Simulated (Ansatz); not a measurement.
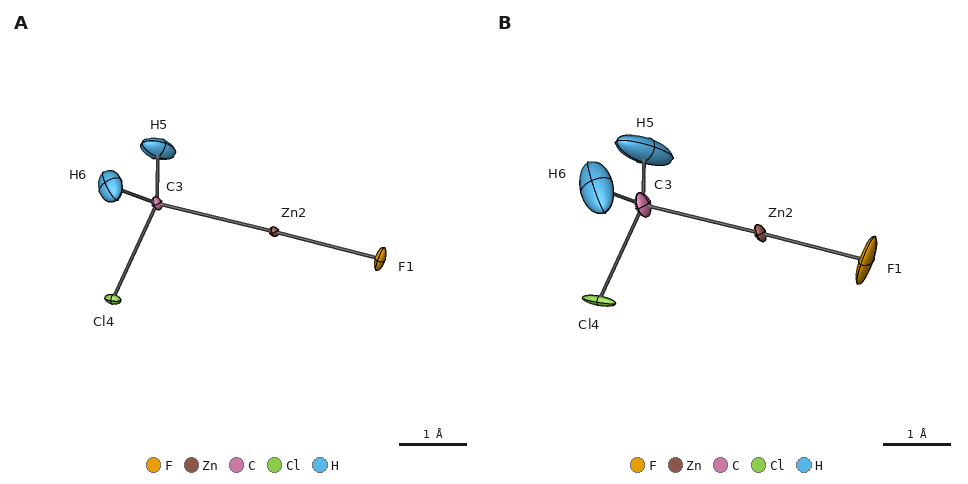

Displacement ellipsoids at the 50 % level, from the internal vibrations of the free molecule (harmonic, no overall translation or rotation; no half-axis is drawn under 0.075 Å). Vibrations computed with RKS PBE0-D4/def2-TZVP (Ansatz 0.2.0). One panel is for 200 K, the other for 900 K.

Which panel is for 900 K?

B.

How much does the mean-square displacement of Cl4 grow, and why?

U_eq goes from 0.0026 to 0.0109 Å², a factor of 4.2. Modes below kT (626 cm⁻¹ at 900 K) grow about in proportion to T, and the lowest lies at 86 cm⁻¹; the mean-square amplitude of a mode is its zero-point value times coth(ħω/2kT), which comes close to 1 only above about 3kT.
